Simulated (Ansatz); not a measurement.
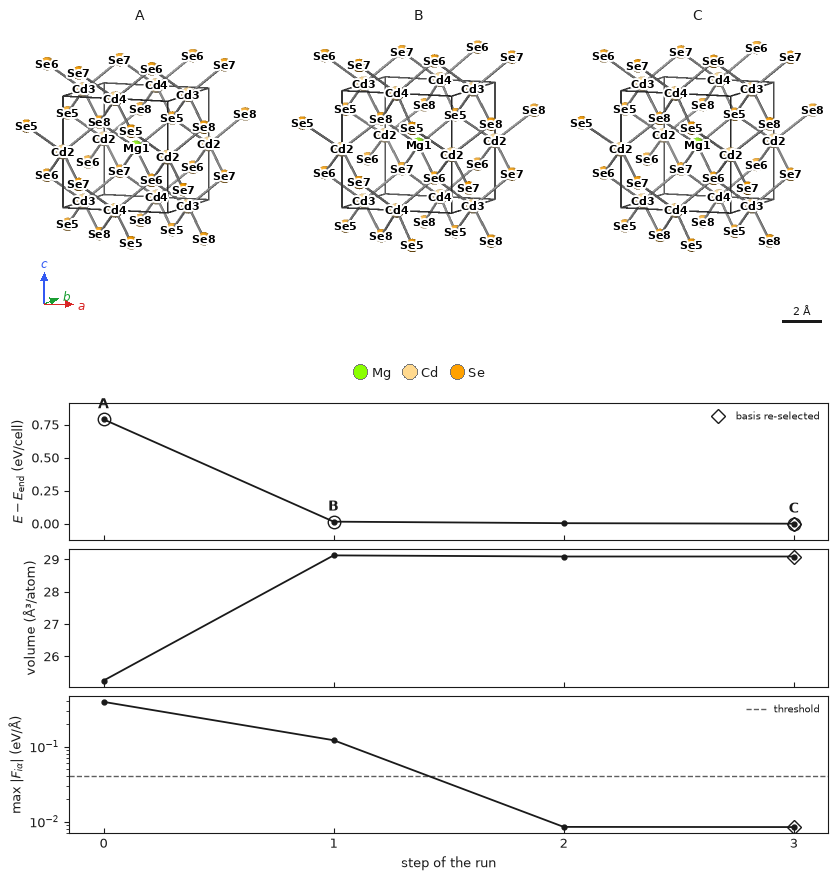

Frames of a relaxation of solid MgCd₃Se₄ (a generated structure, set up in P-43m) (coarse preliminary run), marked on the history of the run. Style: ball-and-stick. Shown: the cell of the calculation, slightly off an axis.

These are results of Ansatz, DFT PBE, scalar-relativistic, plane waves, PAW, not measurements.

Input file:
```yaml
crystal:
  lattice:
    - [5.86765602, 0.0, 0.0]
    - [0.0, 5.86765602, 0.0]
    - [0.0, 0.0, 5.86765602]
  atoms:
    - { symbol: Mg, position: [0.5, 0.5, 0.5] }
    - { symbol: Cd, position: [0.0, 0.0, 0.5] }
    - { symbol: Cd, position: [0.0, 0.5, 0.0] }
    - { symbol: Cd, position: [0.5, 0.0, 0.0] }
    - { symbol: Se, position: [0.75, 0.75, 0.75] }
    - { symbol: Se, position: [0.75, 0.25, 0.25] }
    - { symbol: Se, position: [0.25, 0.75, 0.25] }
    - { symbol: Se, position: [0.25, 0.25, 0.75] }
basis:
  ecutwfc: 420
kpoints:
  mp_grid: { grid: [4, 4, 4] }
hamiltonian:
  xc: pbe
scf:
  occupations: { method: gaussian, width: 0.1 }
  lower_state_search: "off"
output:
  forces: true
  stress: true
  eigenvalues: true
relax:
  adjacent_minimum: "off"
  f_tol: 0.04
  max_steps: 70
  cell: { stress_tol: 0.4 }
```

Run as
```bash
ansatz run input.yaml --threads 1 --pin off --max-ram 2560MiB --backend cpu --events-out ev --progress --plain --runs-dir out
```

Q: What happens along the run?

A: The energy falls by 0.790 eV per cell of the calculation in 2 accepted moves (3 points after the start). Largest force component: 0.4 eV/Å at the start, 0.0084 eV/Å at the end. Pressure: 8.81 GPa at the start and −0.13 GPa at the end. At 1 point the geometry stayed and the basis and grid were re-selected for the new cell (energy shift of 3.8 meV per cell of the calculation at most each time). The largest moves relative to the cell, 0.055 Å, are those of Se5, Se6, Se7 and Se8. Se6 goes along [−1 1 1]. Mg and Cd stay in place. The drawn cell changes as follows: a = b = c 5.868 → 6.151 Å (+4.8 %); the volume changes by +15.2 %. Some distances before and after: Cd2–Se5 2.541 → 2.682 Å, Mg1–Se5 2.541 → 2.609 Å. Bond angles that change, for instance: Se5–Cd3–Se7 109.5° → 111.7°. The space group stays P-43m (No. 215). From step 0 to 1: Se atoms move most (0.08 Å), volume +15.3 %, energy −0.775 eV per cell of the calculation. From step 1 to 3: Se atoms move most (0.03 Å), volume −0.1 %, energy −15.3 meV per cell of the calculation.
